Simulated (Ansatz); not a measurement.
## Electronic structure of H₄OSn···HF in real space

```xyz
8

Sn    0.2292    0.0750   -0.0672
H     0.1284    0.2842    1.6628
H     1.8646   -0.1982   -0.5305
H    -0.5066    1.4341   -0.8434
O    -0.7024   -1.6476   -0.5197
H    -1.5714   -1.5971   -0.0691
F    -2.4212   -0.3666    1.4227
H    -1.6433   -0.2183    1.9200
```

Core potentials replace the inner electrons of Sn.

Computed with Ansatz 0.2.0, RKS PBE/def2-SVP.

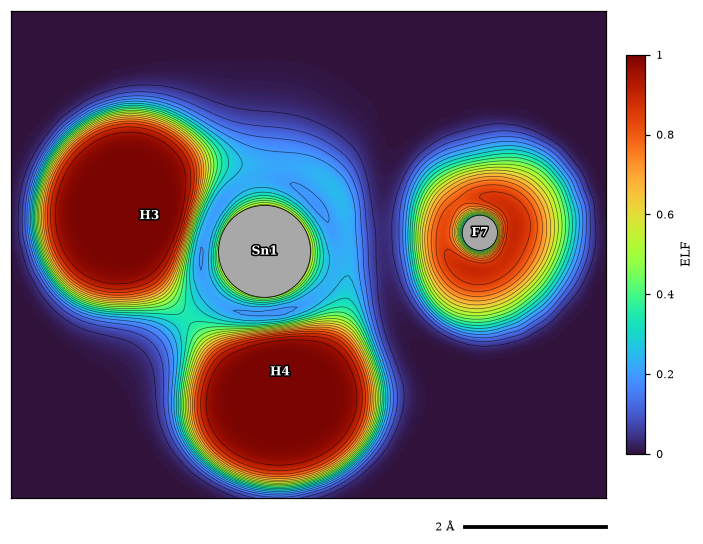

Figure 1. ELF on the plane of atoms H3, Sn1 and H4. Grey discs cover the atomic cores.

Question: Interpret the plot.

Answer:
- The plane passes through Sn, H and F nuclei.
- Sn–H (1.72 Å): the ELF climbs to about 1 towards the hydrogen.
- The ELF also peaks beside F7, away from the bonds: lone-pair regions.

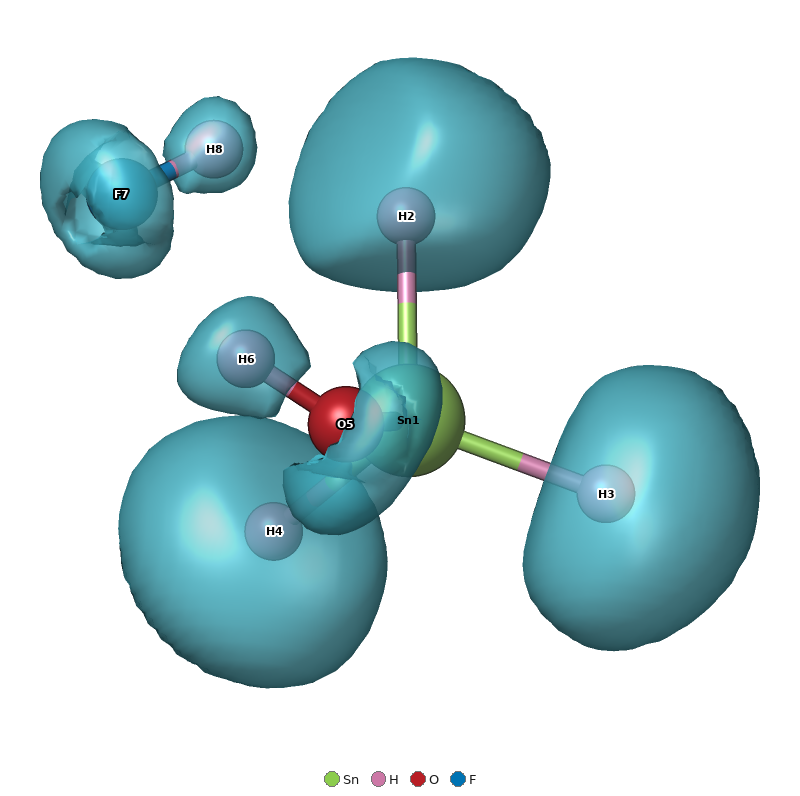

Figure 2. Isosurface of the ELF at 0.85 (cyan), seen at an oblique angle. Only the valence region is drawn (cores and ρ < 0.01 e/Å³ removed).

Question: What do the ELF domains correspond to?

Answer: The surface consists of five regions around hydrogen nuclei, one lobe on O, pointing away from the bonds (lone pairs, which may merge into one lobe) and one region wrapped around F (its valence shell). Profiles from the grid: Sn1···H8 (2.75 Å): the ELF dips to about 0.05 between them. Sn–O (2.01 Å): the ELF peaks at about 0.85 in the valence shell of O, 0.6 Å from its nucleus, and drops to about 0.15 between the two atoms.

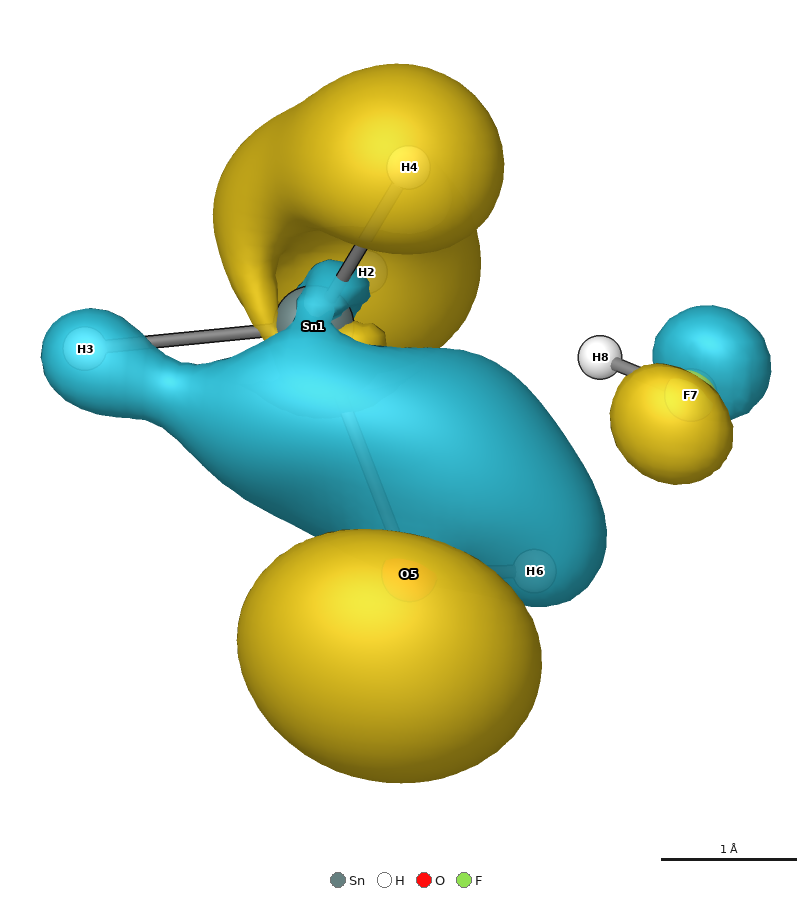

Figure 3. The HOMO−1 at ±0.08 Å⁻³ᐟ² (yellow and cyan are the two phases), seen at a tilt.

Question: Describe this orbital and give its energy.

Answer: Its weight (Hirshfeld) is mainly on O5 (about 65 %) and Sn1 (about 15 %); largely a lone pair of O5. Its energy is −7.38 eV.

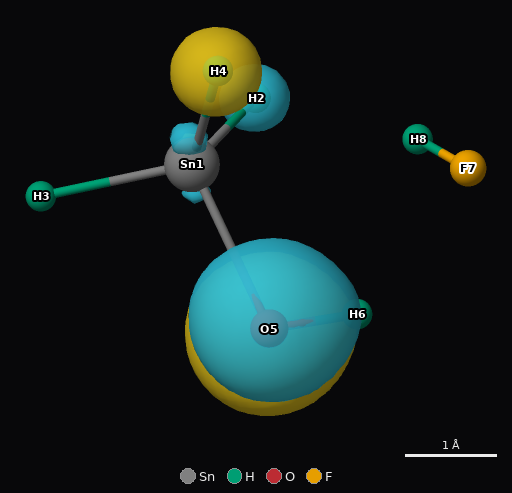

Figure 4. The HOMO at ±0.15 Å⁻³ᐟ² (yellow and cyan are the two phases), seen at a tilt.

Question: Where does this orbital lie, and at what energy?

Answer: It lies mainly on O5 (about 80 %) and Sn1 (about 10 %); largely a lone pair of O5. Its energy is −6.25 eV.
